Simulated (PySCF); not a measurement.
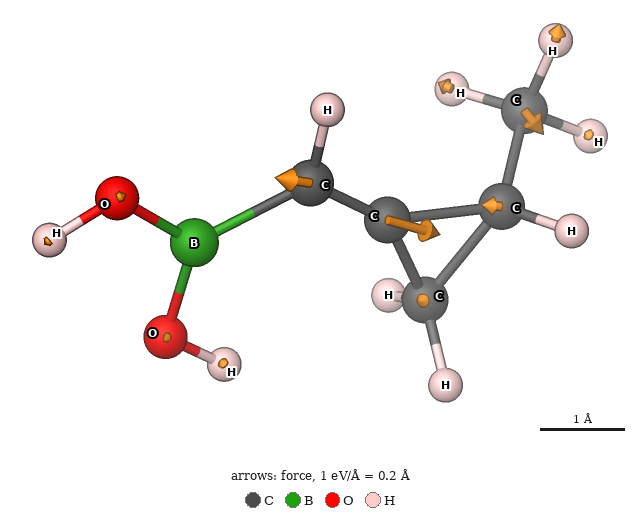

Starting geometry of C5H9BO2 with the computed forces as orange arrows. The picture is a ball-and-stick view, seen at a tilt.

The start comes from GFN2-xTB. Its atoms were then displaced at random by about 0.01 Å.

Level of theory: PySCF 2.14.0, density-fitted response routines, PBE0-D3(BJ)/def2-SVP geometry optimisation, gas phase. 

What follows when this structure is relaxed?

It isn't relaxed: the largest force vector, on a C atom, is 4.07 eV/Å. The final displacements have little in common with the starting forces (cosine between the two patterns 0.28). The atom that moves furthest after the best rigid fit is an H atom (0.11 Å). Largest moves by element: H 0.11 Å, O 0.06 Å, C 0.05 Å, B 0.01 Å. Among the contacts that change: C–C 1.504 → 1.459 Å, C–C 1.292 → 1.332 Å, C–H 1.071 → 1.101 Å, C–H 1.120 → 1.101 Å. Among the angles between lasting bonds that change: H–C–H 111.2° → 107.6°, C–C–C 150.0° → 146.8°, C–C–H 108.8° → 111.2°. After 6 geometry steps the energy has fallen by 0.158 eV. Cost: 2.1 min on 1 thread of Arm Neoverse N1, with other jobs on the host.
